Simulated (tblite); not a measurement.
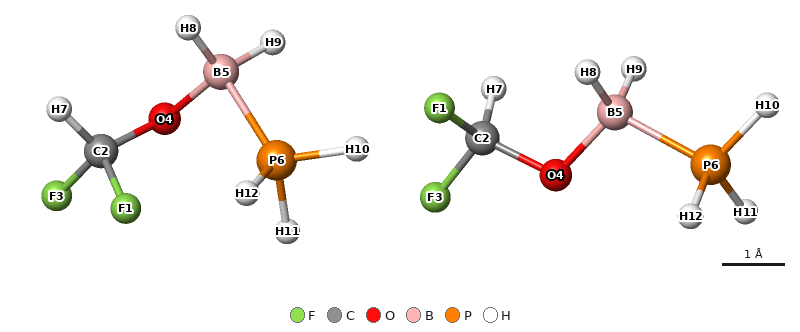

Two geometries of CH6BF2OP, drawn at one scale. One is the start of a relaxation, the other its converged end. A ball-and-stick model, seen at a tilt.

All numbers below come from tblite, GFN2-xTB geometry optimisation, gas phase. 

Question: Which one is relaxed?

Answer: The left one is the relaxed one. The largest move after the best rigid fit is that of F1, 2.17 Å. Largest moves by element: F 2.17 Å, H 1.60 Å, O 1.25 Å, B 0.80 Å, P 0.56 Å, C 0.42 Å. Some distances before and after: B5–P6 1.889 → 2.004 Å, C2–O4 1.413 → 1.303 Å, C2–F3 1.374 → 1.344 Å, F1–C2 1.390 → 1.417 Å. Among the angles between lasting bonds that change: B5–P6–H12 109.2° → 124.4°, H10–P6–H12 109.2° → 98.0°, H10–P6–H11 109.7° → 98.6°. Groups turn about O4–B5 by about 105°, B5–P6 by about 25°. The energy falls by 78.2 kJ/mol in 169 geometry steps. Cost: 1.3 s on 1 thread of Arm Neoverse N1 (shared host).
